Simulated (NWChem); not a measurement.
# CH5BFP (SMILES CB(F)P) at 5 levels

Aim: a comparison of 5 runs (HF/STO-3G, HF/3-21G, B3LYP/6-31G*, MP2/6-31G*) of CH5BFP. 

The results are computed with NWChem 7.3.0.

### 1 The system as given

CH5BFP has 9 atoms, charge 0, and is taken as a singlet. As SMILES, `CB(F)P`. The shape is that of a GFN2-xTB optimisation. This is one conformer, not always the lowest.

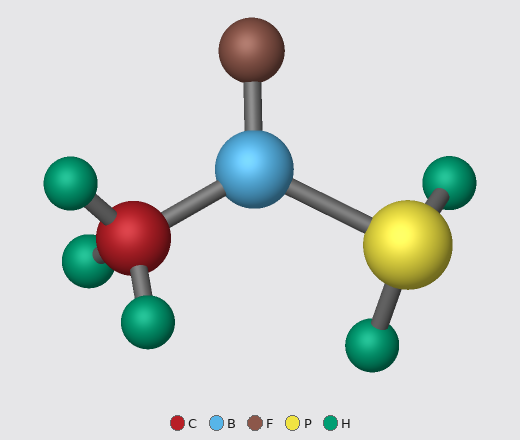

Viewed from a chosen angle; carbon red, boron blue, fluorine brown, phosphorus yellow, hydrogen teal.

### 2 Energy and gradient at HF/STO-3G (run 1)

File run.py:

```python
from ase import Atoms
from ase.calculators.nwchem import NWChem

atoms = Atoms('CBFPHHHHH', positions=[
    [0.214590, 1.093260, -0.632700],
    [0.478500, -0.367520, -0.101440],
    [1.340220, -1.135790, -0.749580],
    [-0.284540, -1.074710, 1.497400],
    [-0.078810, 1.779770, 0.158170],
    [1.082430, 1.501530, -1.145200],
    [-0.598240, 1.083300, -1.358560],
    [-0.600310, -2.325010, 0.998570],
    [-1.553850, -0.554820, 1.333350],
])

calc = NWChem(
    label='test',
    theory='scf',
    memory='2200 mb',
    basis='STO-3G',
    basispar='spherical bse',
    scf={'nopen': '0', 'rhf': None, 'thresh': '1e-08', 'maxiter': '80'},
)
atoms.calc = calc

forces = atoms.get_forces()
print("Total energy (eV):", round(atoms.get_potential_energy(), 6))
print("forces (eV/A):")
for s, f in zip(atoms.symbols, forces):
    print(f"{s:2s} {f[0]:10.5f} {f[1]:10.5f} {f[2]:10.5f}")
print("dipole (e A):", atoms.get_dipole_moment().round(4))
```

Launch:

```
$ export ASE_NWCHEM_COMMAND="nwchem PREFIX.nwi > PREFIX.nwo"
$ python run.py
```

Output:

```text
Total energy (eV): -13597.838638
forces (eV/A):
C    -0.17679    0.48116   -0.20301
B     0.77755   -1.19546   -0.13473
F    -0.70926    0.73688    0.37579
P    -0.18301    0.08012   -0.14522
H     0.10531   -0.12346   -0.12506
H    -0.07605   -0.02597    0.11395
H     0.07616   -0.05692    0.10999
H     0.05687    0.13041    0.03013
H     0.12928   -0.02674   -0.02180
dipole (e A): [-0.124   0.0599 -0.1009]
```

The calculator wrote test.nwi:

```
title "test"

permanent_dir test

scratch_dir test

start test

geometry units angstrom nocenter noautosym noautoz
  C  2.1459000000000000e-01 1.0932599999999999e+00 -6.3270000000000004e-01
  B  4.7849999999999998e-01 -3.6752000000000001e-01 -1.0144000000000000e-01
  F  1.3402200000000000e+00 -1.1357900000000001e+00 -7.4958000000000002e-01
  P  -2.8454000000000002e-01 -1.0747100000000001e+00 1.4974000000000001e+00
  H  -7.8810000000000005e-02 1.7797700000000001e+00 1.5817000000000001e-01
  H  1.0824300000000000e+00 1.5015300000000000e+00 -1.1452000000000000e+00
  H  -5.9823999999999999e-01 1.0832999999999999e+00 -1.3585600000000000e+00
  H  -6.0031000000000001e-01 -2.3250099999999998e+00 9.9856999999999996e-01
  H  -1.5538500000000000e+00 -5.5481999999999998e-01 1.3333500000000000e+00
end

memory 2200 mb

basis spherical bse noprint
   * library STO-3G
end

scf
  nopen 0
  rhf
  thresh 1e-08
  maxiter 80
end

task scf gradient
```

test.nwo:

```text
Northwest Computational Chemistry Package (NWChem) 7.3.0
             --------------------------------------------------------

           Job information
           ---------------

    nwchem branch   = 7.3.0
    use scalapack   = T
    input           = test.nwi
    prefix          = test.
    data base       = test/test.db
    status          = startup
    nproc           =        1

           Memory information
           ------------------

[... 5 lines left out ...]
    hardfail = no
[... 137 lines left out ...]
         Quadratically convergent ROHF
[... 14 lines left out ...]
       Final RHF  results
[... 4 lines left out ...]
      Two-electron energy =    339.124801358667
[... 38 lines left out ...]
                       ROHF Final Molecular Orbital Analysis
[... 213 lines left out ...]
                 ----------------------------------------
                 |  Time  |  1-e(secs)   |  2-e(secs)   |
                 ----------------------------------------
                 |  CPU   |       0.00   |       0.89   |
                 ----------------------------------------
                 |  WALL  |       0.00   |       0.89   |
                 ----------------------------------------

 Task  times  cpu:        3.7s     wall:        3.7s
 Total times  cpu:        3.7s     wall:        3.7s
```

Run time: 5.1 s. Hardware: 1 thread of Intel Xeon Platinum 8488C (Sapphire Rapids), shared host; peak memory 0.099 GiB.

### 3 Energy and forces at HF/3-21G (run 2)

File run.nw:

```
start run
memory total 2200 mb
geometry noautosym nocenter noautoz
C     0.214590    1.093260   -0.632700
B     0.478500   -0.367520   -0.101440
F     1.340220   -1.135790   -0.749580
P    -0.284540   -1.074710    1.497400
H    -0.078810    1.779770    0.158170
H     1.082430    1.501530   -1.145200
H    -0.598240    1.083300   -1.358560
H    -0.600310   -2.325010    0.998570
H    -1.553850   -0.554820    1.333350
end
basis spherical bse
* library 3-21G
end
scf
thresh 1e-08
maxiter 80
end
task scf gradient
```

Launch:

```
$ nwchem run.nw > run.out
```

Output:

```text
[...]
  functions       =    50
[...]
  wavefunction    = RHF
[...]
         Total SCF energy =   -503.065607948744
      One-electron energy =   -984.844153253947
      Two-electron energy =    336.003745875048
 Nuclear repulsion energy =    145.774799430155
        Time for solution =      2.5s
[...]
                         RHF ENERGY GRADIENTS
    atom               coordinates                        gradient
                 x          y          z           x          y          z
   1 C       0.405516   2.065962  -1.195630    0.000833   0.001568  -0.004012
   2 B       0.904234  -0.694512  -0.191694    0.007704  -0.032133  -0.003346
   3 F       2.532649  -2.146332  -1.416501   -0.020886   0.020848   0.017689
   4 P      -0.537703  -2.030907   2.829676   -0.005882  -0.002475  -0.008959
   5 H      -0.148929   3.363278   0.298898   -0.000340   0.000482   0.001168
   6 H       2.045496   2.837480  -2.164114   -0.000019   0.000998  -0.000895
   7 H      -1.130510   2.047140  -2.567306    0.001157   0.000742   0.000727
   8 H      -1.134421  -4.393632   1.887024    0.001080   0.019346   0.000872
   9 H      -2.936351  -1.048458   2.519666    0.016352  -0.009377  -0.003244
[...]
```

Wall time 4.2 s (1 thread of Intel Xeon Platinum 8488C (Sapphire Rapids), shared host); peak memory 0.099 GiB.

### 4 Energy and forces at B3LYP/6-31G(d) (spherical functions) (run 3)

File ch5bfp.nw:

```
start ch5bfp
title "CH5BFP"
memory total 2200 mb
geometry units atomic noautosym nocenter noautoz
C    0.40551633   2.06596198  -1.19562972
B    0.90423395  -0.69451215  -0.19169382
F    2.53264875  -2.14633204  -1.41650091
P   -0.53770267  -2.03090756   2.82967590
H   -0.14892932   3.36327786   0.29889798
H    2.04549625   2.83748047  -2.16411436
H   -1.13050976   2.04714031  -2.56730632
H   -1.13442149  -4.39363214   1.88702382
H   -2.93635094  -1.04845785   2.51966633
end
basis spherical bse
C library 6-31G*
B library 6-31G*
F library 6-31G*
P library 6-31G*
H library 6-31G*
end
dft
xc b3lyp
mult 1
grid xfine
convergence energy 1e-08
iterations 100
mulliken
print low
end
task dft gradient
```

Launch:

```
$ nwchem ch5bfp.nw > ch5bfp.out
```

Output:

```text
[...]
 d= 0,ls=0.0,diis     1   -507.1495502783 -6.53D+02  1.44D-02  5.06D-01     6.5
[...]
 d= 0,ls=0.0,diis     8   -507.2148348391 -5.15D-09  2.91D-06  5.60D-08    38.3
         Total DFT energy =     -507.214834839115
      One electron energy =     -988.878849117442
           Coulomb energy =      381.079017404546
    Exchange-Corr. energy =      -45.189792011886
 Nuclear repulsion energy =      145.774788885666
[...]
                         DFT ENERGY GRADIENTS
    atom               coordinates                        gradient
                 x          y          z           x          y          z
   1 C       0.405516   2.065962  -1.195630   -0.002541   0.005860  -0.004643
   2 B       0.904234  -0.694512  -0.191694    0.002454  -0.013454   0.004076
   3 F       2.532649  -2.146332  -1.416501   -0.007515   0.007281   0.005925
   4 P      -0.537703  -2.030908   2.829676   -0.012875  -0.003704  -0.013105
   5 H      -0.148929   3.363278   0.298898    0.002015  -0.003755  -0.003627
   6 H       2.045496   2.837480  -2.164114   -0.005392  -0.001917   0.002726
   7 H      -1.130510   2.047140  -2.567306    0.005489   0.000997   0.004144
   8 H      -1.134421  -4.393632   1.887024    0.002180   0.017127   0.004323
   9 H      -2.936351  -1.048458   2.519666    0.016184  -0.008434   0.000180
 Task  times  cpu:       52.5s     wall:       52.5s
[...]
```

Run time: 53 s. Hardware: 1 thread of Intel Xeon Platinum 8488C (Sapphire Rapids), shared host; peak memory 0.14 GiB.

Run 4 isn't shown in full; the table further down has it.

### 5 Energy and gradient at MP2/6-31G(d) (spherical functions) (run 5)

File ch5bfp.nw:

```
start ch5bfp
title "CH5BFP gradient"
memory stack 880 mb heap 220 mb global 1100 mb

geometry units angstroms noautosym nocenter noautoz
   C     0.214590    1.093260   -0.632700
   B     0.478500   -0.367520   -0.101440
   F     1.340220   -1.135790   -0.749580
   P    -0.284540   -1.074710    1.497400
   H    -0.078810    1.779770    0.158170
   H     1.082430    1.501530   -1.145200
   H    -0.598240    1.083300   -1.358560
   H    -0.600310   -2.325010    0.998570
   H    -1.553850   -0.554820    1.333350
end

basis spherical bse
   C library 6-31G*
   B library 6-31G*
   F library 6-31G*
   P library 6-31G*
   H library 6-31G*
end

scf
   thresh 1e-08
   maxiter 80
   print low
end

mp2
   freeze core 8
   tight
end

task mp2 gradient
```

Launch:

```
$ nwchem ch5bfp.nw > ch5bfp.out
```

Output:

```text
[...]
  functions       =    70
[...]
  wavefunction    = RHF
[...]
         Total SCF energy =   -505.678822185081
      One-electron energy =   -988.462899648548
      Two-electron energy =    337.009278033312
 Nuclear repulsion energy =    145.774799430155
        Time for solution =     16.3s
[...]
          Total MP2 energy          -506.153343831729
[...]
                         mp2 ENERGY GRADIENTS
    atom               coordinates                        gradient
                 x          y          z           x          y          z
   1 C       0.405516   2.065962  -1.195630   -0.001634   0.004054  -0.003441
   2 B       0.904234  -0.694512  -0.191694    0.008924  -0.018202  -0.002784
   3 F       2.532649  -2.146332  -1.416501   -0.012741   0.012003   0.010172
   4 P      -0.537703  -2.030907   2.829676   -0.009210  -0.003015  -0.007986
   5 H      -0.148929   3.363278   0.298898    0.001288  -0.002246  -0.003034
   6 H       2.045496   2.837480  -2.164114   -0.004403  -0.000710   0.001655
   7 H      -1.130510   2.047140  -2.567306    0.004281   0.001599   0.002961
   8 H      -1.134421  -4.393632   1.887024   -0.000038   0.015492   0.003198
   9 H      -2.936351  -1.048458   2.519666    0.013533  -0.008976  -0.000740
[...]
```

It took 48 s on 1 thread of Intel Xeon Platinum 8488C (Sapphire Rapids), shared host; peak memory 0.18 GiB.

### 6 All runs side by side

```
run                               level  iteration cap  module  energy (Eh)  dipole moment (D)  largest force (eV/Å)  wall time
  1                           HF/STO-3G             80     scf  -499.711357               0.82                 1.432      5.1 s
  2                            HF/3-21G             80     scf  -503.065608               1.89                 1.769      4.2 s
  3  B3LYP/6-31G* (spherical functions)            100     dft  -507.214835                  –                 0.964       53 s
  4  B3LYP/6-31G* (Cartesian functions)            100     dft  -507.219443               1.44                 0.964       48 s
  5    MP2/6-31G* (spherical functions)             80     mp2  -506.153344               1.48                 1.052       48 s
```

### 7 Summary of results

| quantity | value |
| --- | --- |
| run 5: total energy | -506.15334 Eh |
| run 5: dipole moment (of the density that the program reports) | 1.48 D |
| run 5: correlation energy (8 core orbitals frozen) | -474.5 mEh |
| run 5: largest force on an atom | 1.052 eV/Å |

What this shows: Over runs 1, 2, 4, 5 the dipole moment (its size) runs from 0.82 D (HF/STO-3G) to 1.89 D (HF/3-21G). In run 1 the basis is minimal, so the values are rough. All runs together took 2.6 min, the longest 53 s.
